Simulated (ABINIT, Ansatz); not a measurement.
# Tl2Te (Fm-3m): phonons by linear response

How does Tl2Te (Fm-3m) vibrate, and is this structure a minimum?

Main program and level: ABINIT 10.8.3; DFT LDA, scalar-relativistic, plane waves, HGH norm-conserving pseudopotentials.

The structure was built from a prototype and need not be the compound's stable phase.

### Step 1. Set-up

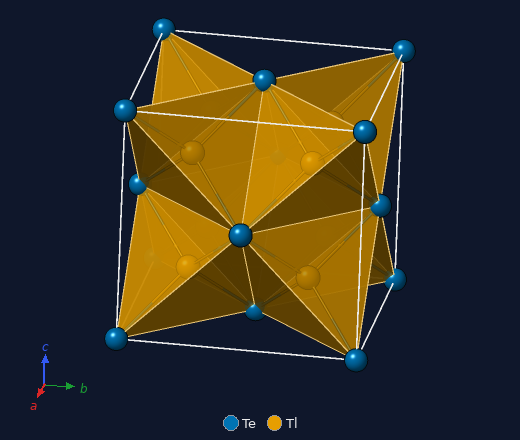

The starting structure, seen slightly off an axis (tellurium blue, thallium orange). This picture shows the conventional cell, with its axes. Some periodic images of atoms are drawn too.

### Step 2. Relaxing the cell and atoms

The harmonic expansion needs vanishing forces, and a free crystal bears no stress, so cell and atoms are brought to rest. Stress is more sensitive to the basis than forces are: the last 3 Ha under the cutoff are smoothed with ecutsm, and the cutoff is raised above that of the later runs.

The starting cell comes from a relaxation made beforehand in Ansatz (LDA, PseudoDojo NC).

The input, relax.abi:

```
# relaxation
ionmov 2
optcell 2
dilatmx 1.08
ntime 40
tolmxf 1.0d-05
tolvrs 1.0d-14
prtwf 0
prtden 0
chksymtnons 0

# basis, mesh and filling
ecut 26.0
ecutsm 3.0
ixc 7
ngkpt 8 8 8
nshiftk 1
shiftk 0.0 0.0 0.0
istwfk *1
occopt 1
nband 6
nstep 100
diemac 9.0
prtebands 0
prtgsr 0
useylm 1

# cell and atoms
acell 3*1.0 Angstrom
rprim 
    0.0 3.769146575 3.769146575
    3.769146575 0.0 3.769146575
    3.769146575 3.769146575 0.0
ntypat 2
znucl 52 81
natom 3
typat 1 2 2
xred 
    0.0 0.0 0.0
    0.25 0.25 0.25
    0.75 0.75 0.75
pp_dirpath "./pseudo"
pseudos "Te.hgh, Tl.hgh"
```

Started as:

```console
$ OMP_NUM_THREADS=1 mpirun -n 4 abinit relax.abi > relax.log
```

Numbers of over 12 decimals in the logs are rounded to 6 here.

relax.abo, the main output file:

```text
[banners, grids, parts of the stress and lines that vanish by symmetry left out]
- input  file    -> relax.abi
- output file    -> relax.abo
- root for input  files -> relaxi
[...]
Symmetries : space group Fm -3 m (#225); Bravais cF (face-center cubic)
[...]
mpw =        5795          nfft =      125000          nkpt =          29
[...]
== DATASET  1 ==================================================================
[...]
cutoff_energies: {ecut:  26.0, pawecutdg:  -1.0, }
[...]
Exchange-correlation functional for the present dataset will be:
  LDA: Perdew-Wang 92 LSD fit to Ceperley-Alder data - ixc=7
[...]
ETOT  1  -12.546897910348    -1.255E+01 5.245E-02 2.543E+02
 ETOT  2  -12.589297547814    -4.240E-02 9.580E-04 4.945E+01
 ETOT  3  -12.594038948587    -4.741E-03 2.270E-04 3.459E+00
 ETOT  4  -12.594205929046    -1.670E-04 1.708E-05 1.687E-01
 ETOT  5  -12.594215419228    -9.490E-06 8.617E-06 2.639E-03
[...]
At SCF step   25       vres2   =  1.65E-15 < tolvrs=  1.00E-14 =>converged.
[...]
sigma(1 1)=  4.11961588E-05  sigma(3 2)=  0.00000000E+00
  sigma(2 2)=  4.11961588E-05  sigma(3 1)=  0.00000000E+00
  sigma(3 3)=  4.11961588E-05  sigma(2 1)=  0.00000000E+00
[...]
convergence: {deltae:  1.918E-13, res2:  1.652E-15, residm:  2.863E-16, diffor: null, }
etotal    :  -1.25942167E+01
[...]
ETOT  1  -12.594309248785    -1.259E+01 4.225E-04 1.394E-01
[...]
At SCF step   10       vres2   =  1.70E-15 < tolvrs=  1.00E-14 =>converged.
[...]
sigma(1 1)=  3.84407135E-05  sigma(3 2)=  0.00000000E+00
  sigma(2 2)=  3.84407135E-05  sigma(3 1)=  0.00000000E+00
  sigma(3 3)=  3.84407135E-05  sigma(2 1)=  0.00000000E+00
[...]
convergence: {deltae:  1.776E-15, res2:  1.695E-15, residm:  4.193E-16, diffor: null, }
etotal    :  -1.25943233E+01
[...]
ETOT  1  -12.592837479429    -1.259E+01 1.221E-03 2.213E+01
[...]
At SCF step   12       vres2   =  2.36E-15 < tolvrs=  1.00E-14 =>converged.
[...]
sigma(1 1)= -3.48211726E-06  sigma(3 2)=  0.00000000E+00
  sigma(2 2)= -3.48211726E-06  sigma(3 1)=  0.00000000E+00
  sigma(3 3)= -3.48211726E-06  sigma(2 1)=  0.00000000E+00
[...]
convergence: {deltae: -3.144E-13, res2:  2.358E-15, residm:  2.090E-16, diffor: null, }
etotal    :  -1.25949656E+01
[...]
ETOT  1  -12.594955808092    -1.259E+01 3.499E-09 1.452E-01
[...]
At SCF step   10       vres2   =  6.62E-16 < tolvrs=  1.00E-14 =>converged.
[...]
sigma(1 1)=  2.45115130E-07  sigma(3 2)=  0.00000000E+00
  sigma(2 2)=  2.45115130E-07  sigma(3 1)=  0.00000000E+00
  sigma(3 3)=  2.45115130E-07  sigma(2 1)=  0.00000000E+00
[...]
convergence: {deltae: -3.855E-13, res2:  6.615E-16, residm:  1.470E-16, diffor: null, }
etotal    :  -1.25949699E+01
[...]
ETOT  1  -12.594969893375    -1.259E+01 2.003E-11 6.307E-04
[...]
ETOT  7  -12.594969954668    -3.926E-13 1.105E-15 7.355E-14
 ETOT  8  -12.594969954668    -2.132E-14 6.800E-17 1.377E-15
 At SCF step    8       vres2   =  1.38E-15 < tolvrs=  1.00E-14 =>converged.
[...]
sigma(1 1)=  1.35139193E-09  sigma(3 2)=  0.00000000E+00
  sigma(2 2)=  1.35139193E-09  sigma(3 1)=  0.00000000E+00
  sigma(3 3)=  1.35139193E-09  sigma(2 1)=  0.00000000E+00
[...]
convergence: {deltae: -2.132E-14, res2:  1.377E-15, residm:  6.800E-17, diffor: null, }
etotal    :  -1.25949700E+01
[...]
At Broyd/MD step   5, gradients are converged :
[...]
sigma(1 1)=  1.35139193E-09  sigma(3 2)=  0.00000000E+00
  sigma(2 2)=  1.35139193E-09  sigma(3 1)=  0.00000000E+00
  sigma(3 3)=  1.35139193E-09  sigma(2 1)=  0.00000000E+00
[...]
- sigma(1 1)=  3.97593233E-05  sigma(3 2)=  0.00000000E+00
- sigma(2 2)=  3.97593233E-05  sigma(3 1)=  0.00000000E+00
- sigma(3 3)=  3.97593233E-05  sigma(2 1)=  0.00000000E+00
[...]
fcart     -0.0000000000E+00 -0.0000000000E+00 -0.0000000000E+00
           strten      1.3513919315E-09  1.3513919320E-09  1.3513919320E-09
================================================================================

[key lines of the parts left out:]
pressure_GPa:  -3.9759E-05
Total energy (etotal) [Ha]= -1.25949699546683E+01
```

The job ended after 48 s (4 MPI ranks of Arm Neoverse V2, shared host; 3.2 min of CPU time).

Step by step:

```csv
step,energy less that of the first step (eV),largest force (eV/Å),volume (Å³)
1,0.0000,0.0000,107.09
2,-0.0029,0.0000,106.70
3,-0.0204,0.0000,101.55
4,-0.0205,0.0000,101.95
5,-0.0205,0.0000,101.92
```

```csv
"conventional cell, symmetrised",before,after,change
a (Å),7.538,7.415,-1.6 %
b (Å),7.538,7.415,-1.6 %
c (Å),7.538,7.415,-1.6 %
volume (Å³/atom),35.70,33.97,-4.8 %
```

Final coordinates:

```xyz
3
Lattice="0.0000 3.7075 3.7075 3.7075 0.0000 3.7075 3.7075 3.7075 0.0000" Properties=species:S:1:pos:R:3 pbc="T T T"
Te    0.0000    0.0000    0.0000
Tl    1.8537    1.8537    1.8537
Tl    5.5612    5.5612    5.5612
```

This step gave:

| Item | Value |
| --- | --- |
| volume per atom | 33.97 Å³ |
| pressure | -3.98e-5 GPa |

The volume changes by -4.8 % from the cell with which this run began.

### Step 3. Self-consistent run for the response

The response is built on these wavefunctions, so the potential is converged far more tightly than an energy would need.

The input, gs.abi:

```
# ground state
tolvrs 1.0d-16
prtden 1
prtwf 1
prtpot 1

# basis, mesh and filling
ecut 20.0
ixc 7
ngkpt 8 8 8
nshiftk 1
shiftk 0.0 0.0 0.0
istwfk *1
occopt 1
nband 6
nstep 100
diemac 9.0
prtebands 0
prtgsr 0
useylm 1

# cell and atoms
acell 3*1.0 Angstrom
rprim 
    0.0 3.707487219 3.707487219
    3.707487219 0.0 3.707487219
    3.707487219 3.707487219 0.0
ntypat 2
znucl 52 81
natom 3
typat 1 2 2
xred 
    0.0 0.0 0.0
    0.25 0.25 0.25
    0.75 0.75 0.75
pp_dirpath "./pseudo"
pseudos "Te.hgh, Tl.hgh"
```

Started as:

```console
$ OMP_NUM_THREADS=1 mpirun -n 4 abinit gs.abi > gs.log
```

gs.abo, the main output file:

```text
[banners, grids, parts of the stress and lines that vanish by symmetry left out]
- input  file    -> gs.abi
- output file    -> gs.abo
- root for input  files -> gsi
[...]
Symmetries : space group Fm -3 m (#225); Bravais cF (face-center cubic)
[...]
mpw =        2954          nfft =       64000          nkpt =          29
[...]
== DATASET  1 ==================================================================
[...]
cutoff_energies: {ecut:  20.0, pawecutdg:  -1.0, }
[...]
Exchange-correlation functional for the present dataset will be:
  LDA: Perdew-Wang 92 LSD fit to Ceperley-Alder data - ixc=7
[...]
ETOT  1  -12.531683005893    -1.253E+01 3.009E-02 1.562E+02
 ETOT  2  -12.587039196702    -5.536E-02 1.594E-03 3.874E+01
 ETOT  3  -12.594524124089    -7.485E-03 1.309E-04 2.218E+00
 ETOT  4  -12.594727776221    -2.037E-04 1.589E-05 1.084E-01
 ETOT  5  -12.594741576786    -1.380E-05 2.140E-06 1.599E-02
[...]
ETOT 27  -12.594745309567     1.652E-13 4.473E-17 7.481E-15
 ETOT 28  -12.594745309568    -1.315E-13 3.514E-17 8.980E-18
 At SCF step   28       vres2   =  8.98E-18 < tolvrs=  1.00E-16 =>converged.
[...]
sigma(1 1)=  1.89734788E-06  sigma(3 2)=  0.00000000E+00
  sigma(2 2)=  1.89734788E-06  sigma(3 1)=  0.00000000E+00
  sigma(3 3)=  1.89734788E-06  sigma(2 1)=  0.00000000E+00
[...]
convergence: {deltae: -1.315E-13, res2:  8.980E-18, residm:  3.514E-17, diffor: null, }
etotal    :  -1.25947453E+01
[...]
sigma(1 1)=  1.89734788E-06  sigma(3 2)=  0.00000000E+00
  sigma(2 2)=  1.89734788E-06  sigma(3 1)=  0.00000000E+00
  sigma(3 3)=  1.89734788E-06  sigma(2 1)=  0.00000000E+00
[...]
- sigma(1 1)=  5.58219018E-02  sigma(3 2)=  0.00000000E+00
- sigma(2 2)=  5.58219018E-02  sigma(3 1)=  0.00000000E+00
- sigma(3 3)=  5.58219018E-02  sigma(2 1)=  0.00000000E+00
[...]
fcart     -0.0000000000E+00 -0.0000000000E+00 -0.0000000000E+00
           strten      1.8973478792E-06  1.8973478792E-06  1.8973478792E-06
================================================================================

[key lines of the parts left out:]
pressure_GPa:  -5.5822E-02
```

Run time: 10 s. Hardware: 4 MPI ranks.

Read from the output:

| Property | Result |
| --- | --- |
| pressure | -0.05582 GPa |

The cell stands at -0.056 GPa, close enough for phonons.

### Step 4. The gap at rest

Empty bands on the ground state's density check that the gap assumed so far is there in this cell.

The input, gap.abi:

```
# empty bands on the ground state's density
iscf -2
getden_filepath "gso_DEN"
tolwfr 1.0d-12
nbdbuf 2
prtwf 0

# basis, mesh and filling
ecut 20.0
ixc 7
ngkpt 8 8 8
nshiftk 1
shiftk 0.0 0.0 0.0
istwfk *1
occopt 1
nband 10
nstep 100
diemac 9.0
prtebands 0
prtgsr 0
useylm 1

# cell and atoms
acell 3*1.0 Angstrom
rprim 
    0.0 3.707487219 3.707487219
    3.707487219 0.0 3.707487219
    3.707487219 3.707487219 0.0
ntypat 2
znucl 52 81
natom 3
typat 1 2 2
xred 
    0.0 0.0 0.0
    0.25 0.25 0.25
    0.75 0.75 0.75
pp_dirpath "./pseudo"
pseudos "Te.hgh, Tl.hgh"
```

Started as:

```console
$ OMP_NUM_THREADS=1 mpirun -n 4 abinit gap.abi > gap.log
```

gap.abo, the main output file:

```text
[banners, grids, parts of the stress and lines that vanish by symmetry left out]
- input  file    -> gap.abi
- output file    -> gap.abo
- root for input  files -> gapi
[...]
Symmetries : space group Fm -3 m (#225); Bravais cF (face-center cubic)
[...]
mpw =        2954          nfft =       64000          nkpt =          29
[...]
== DATASET  1 ==================================================================
[...]
cutoff_energies: {ecut:  20.0, pawecutdg:  -1.0, }
[...]
Exchange-correlation functional for the present dataset will be:
  LDA: Perdew-Wang 92 LSD fit to Ceperley-Alder data - ixc=7
[...]
-outvars: echo values of variables after computation
            acell      1.8897261259E+00  1.8897261259E+00  1.8897261259E+00 Bohr
================================================================================
```

It took 3.5 s on 4 MPI ranks; 14 s of CPU time.

This step gave:

| Quantity | Value |
| --- | --- |
| gap on the k-mesh | 0.1888 eV |

In this cell the gap on the mesh is 0.19 eV, indirect (smallest direct 0.41 eV), so fixed occupations hold.

### Step 5. Zone-centre response

The derivative of the wavefunctions by k comes first, since the response to a field is built on it; then the field and the displacements that symmetry doesn't supply are solved at q = 0.

It reads the wavefunctions written in step 3.

The input, dfpt_gamma.abi:

```
ndtset 2

# common to the responses
getwfk_filepath "gso_WFK"
kptopt 2
nqpt 1
qpt 0.0 0.0 0.0
asr 0
chneut 0

# d/dk
rfelfd1 2
rfdir1 1 1 1
iscf1 -3
tolwfr1 1.0d-20

# displacements, field
rfphon2 1
rfatpol2 1 3
rfdir2 1 1 1
rfelfd2 3
getddk2 1
tolvrs2 1.0d-10
prtwf2 0
prtpot2 1

# basis, mesh and filling
ecut 20.0
ixc 7
ngkpt 8 8 8
nshiftk 1
shiftk 0.0 0.0 0.0
istwfk *1
occopt 1
nband 6
nstep 100
diemac 9.0
prtebands 0
prtgsr 0
useylm 1

# cell and atoms
acell 3*1.0 Angstrom
rprim 
    0.0 3.707487219 3.707487219
    3.707487219 0.0 3.707487219
    3.707487219 3.707487219 0.0
ntypat 2
znucl 52 81
natom 3
typat 1 2 2
xred 
    0.0 0.0 0.0
    0.25 0.25 0.25
    0.75 0.75 0.75
pp_dirpath "./pseudo"
pseudos "Te.hgh, Tl.hgh"
```

Started as:

```console
$ OMP_NUM_THREADS=1 mpirun -n 4 abinit dfpt_gamma.abi > dfpt_gamma.log
```

dfpt_gamma.abo, the main output file:

```text
[banners, grids, parts of the stress and lines that vanish by symmetry left out]
- input  file    -> dfpt_gamma.abi
- output file    -> dfpt_gamma.abo
- root for input  files -> dfpt_gammai
[...]
DATASET    1 : space group Fm -3 m (#225); Bravais cF (face-center cubic)
[...]
nfft =       64000          nkpt =         260
[...]
DATASET    2 : space group Fm -3 m (#225); Bravais cF (face-center cubic)
[...]
nfft =       64000          nkpt =         260
[...]
== DATASET  1 ==================================================================
[...]
cutoff_energies: {ecut:  20.0, pawecutdg:  -1.0, }
[...]
Exchange-correlation functional for the present dataset will be:
  LDA: Perdew-Wang 92 LSD fit to Ceperley-Alder data - ixc=7
[...]
- 81.00000   3.00000     10605                znucl, zion, pspdat
[...]
Perturbation : derivative vs k along direction   1
[...]
-ETOT  1  -8.657554     -8.658E+00 1.761E-01 0.000E+00
 ETOT  2  -8.720874     -6.332E-02 1.396E-01 0.000E+00
 ETOT  3  -8.727352     -6.478E-03 5.588E-03 0.000E+00
 ETOT  4  -8.728572     -1.220E-03 5.561E-03 0.000E+00
 ETOT  5  -8.728842     -2.700E-04 2.516E-04 0.000E+00
[...]
At SCF step   34   max residual=  9.99E-21 < tolwfr=  1.00E-20 =>converged.
[...]
Perturbation : derivative vs k along direction   2
[...]
-ETOT  1  -8.657555     -8.658E+00 1.761E-01 0.000E+00
[...]
At SCF step   34   max residual=  9.99E-21 < tolwfr=  1.00E-20 =>converged.
[...]
Perturbation : derivative vs k along direction   3
[...]
-ETOT  1  -8.657554     -8.658E+00 1.761E-01 0.000E+00
[...]
At SCF step   34   max residual=  9.99E-21 < tolwfr=  1.00E-20 =>converged.
[...]
1        1       6.8542163024    0.0000000000
     1        2       3.4271081949   -0.0000000000
     1        3       3.4271081075    0.0000000000
     2        1       3.4271081949   -0.0000000000
     2        2       6.8542164343    0.0000000000
     2        3       3.4271082393    0.0000000000
     3        1       3.4271081075    0.0000000000
     3        2       3.4271082393    0.0000000000
     3        3       6.8542163469    0.0000000000
[...]
== DATASET  2 ==================================================================
[...]
cutoff_energies: {ecut:  20.0, pawecutdg:  -1.0, }
[...]
Exchange-correlation functional for the present dataset will be:
  LDA: Perdew-Wang 92 LSD fit to Ceperley-Alder data - ixc=7
[...]
Perturbation : displacement of atom   1   along direction   1
[...]
-ETOT  1   117.72797930074     -2.440E+02 9.471E+00 2.994E+05
[...]
At SCF step   17       vres2   =  2.66E-11 < tolvrs=  1.00E-10 =>converged.
[...]
Perturbation : displacement of atom   2   along direction   1
[...]
-ETOT  1   9.831302     -4.262E+01 2.732E-01 2.287E+04
[...]
At SCF step   13       vres2   =  4.22E-12 < tolvrs=  1.00E-10 =>converged.
[...]
Perturbation : homogeneous electric field along direction   1
[...]
-ETOT  1  -826.28210752095     -8.263E+02 2.025E+02 1.102E+05
[...]
ETOT 16  -889.05774988029     -1.029E-10 5.548E-11 1.107E-10
 ETOT 17  -889.05774988030     -1.580E-11 2.659E-11 1.450E-11
 At SCF step   17       vres2   =  1.45E-11 < tolvrs=  1.00E-10 =>converged.
[...]
Dielectric tensor, in cartesian coordinates,
[...]
1    5   1    5        27.9283844983        -0.0000000000
   1    5   2    5         0.0000000000        -0.0000000000
   1    5   3    5         0.0000000000        -0.0000000000
   2    5   1    5         0.0000000000        -0.0000000000
   2    5   2    5        27.9283844983        -0.0000000000
   2    5   3    5         0.0000000000        -0.0000000000
   3    5   1    5         0.0000000000        -0.0000000000
   3    5   2    5         0.0000000000        -0.0000000000
   3    5   3    5        27.9283844983        -0.0000000000
  Effective charges, in cartesian coordinates,
[...]
1    1   1    5        -2.8477232457         0.0000000000
   2    1   1    5        -0.0000000000         0.0000000000
   3    1   1    5         0.0000000000         0.0000000000
   1    2   1    5         1.5629664630         0.0000000000
   2    2   1    5        -0.0000000000         0.0000000000
[...]
Effective charges, in cartesian coordinates,
[...]
2    5   1    3         0.0000000000         0.0000000000
   3    5   1    3         0.0000000000         0.0000000000
   1    5   2    3        -0.0000000000         0.0000000000
   2    5   2    3         1.5629710088         0.0000000000
   3    5   2    3        -0.0000000000         0.0000000000
   1    5   3    3         0.0000000000         0.0000000000
   2    5   3    3        -0.0000000000         0.0000000000
   3    5   3    3         1.5629710088         0.0000000000
  Phonon wavevector (reduced coordinates) :  0.00000  0.00000  0.00000
 Phonon energies in Hartree :
[...]
Phonon frequencies in cm-1    :
-  2.700129E-01  2.700131E-01  2.700139E-01  6.020841E+01  6.020841E+01
-  6.020841E+01  8.555088E+01  8.555088E+01  8.555088E+01
  Phonon at Gamma, with non-analyticity in the
[...]
Phonon energies in Hartree :
[...]
Phonon frequencies in cm-1    :
-  2.700129E-01  2.700131E-01  1.463499E+00  6.020841E+01  6.020841E+01
-  6.020841E+01  8.555088E+01  8.555088E+01  9.396140E+01
  Phonon at Gamma, with non-analyticity in the
[...]
Phonon energies in Hartree :
[...]
Phonon frequencies in cm-1    :
-  2.700129E-01  2.700139E-01  1.463499E+00  6.020841E+01  6.020841E+01
-  6.020841E+01  8.555088E+01  8.555088E+01  9.396140E+01
  Phonon at Gamma, with non-analyticity in the
[...]
Phonon energies in Hartree :
[...]
Phonon frequencies in cm-1    :
-  2.700131E-01  2.700139E-01  1.463499E+00  6.020841E+01  6.020841E+01
-  6.020841E+01  8.555088E+01  8.555088E+01  9.396140E+01
[...]
fcart2     0.0000000000E+00  0.0000000000E+00  0.0000000000E+00
           strten2     0.0000000000E+00  0.0000000000E+00  0.0000000000E+00
================================================================================
```

It took 4.6 min on 4 MPI ranks.

Read from the output:

* miss of the charge sum rule: 0.2782 e
* largest acoustic frequency at the zone centre before the sum rule: 0.27 cm⁻¹
* highest optical zone-centre mode (no LO-TO term): 85.55 cm⁻¹
* lowest optical zone-centre mode: 60.21 cm⁻¹
* mean high-frequency dielectric constant: 27.93
* largest Born charge in size (third of the trace): 2.848 e

Born charge (rows field, columns displacement), before the sum rule (e), principal values of the symmetric part by kind of site:

```csv
atom,atoms with these values,low,middle,high,mean
Te1,1,-2.85,-2.85,-2.85,-2.85
Tl2,2,1.56,1.56,1.56,1.56
```

In full for Te1:

```
-2.85  0.00  0.00
 0.00 -2.85  0.00
 0.00  0.00 -2.85
```

High-frequency dielectric tensor:

```
27.93  0.00  0.00
 0.00 27.93  0.00
 0.00  0.00 27.93
```

The acoustic modes at Γ come out as far as 0.3 cm⁻¹ from zero, where they should vanish, a small numerical error; the Born charges miss their sum rule by 0.28 e, too much: mesh or cutoff is short for the field response.

(Part 1 of 3 ends here.)

[Host names and launcher messages were left out of these logs when they were recorded.]

[Logs are printed without paths, hosts, clocks, repeated set-up lines and the standing remarks that a program may print on its own settings, such as how far it seeks lower states.]

[Hosts, paths, dates, database ids (printed as entryN), source tags and the programs' standing remarks are cut or masked in the printed files.]
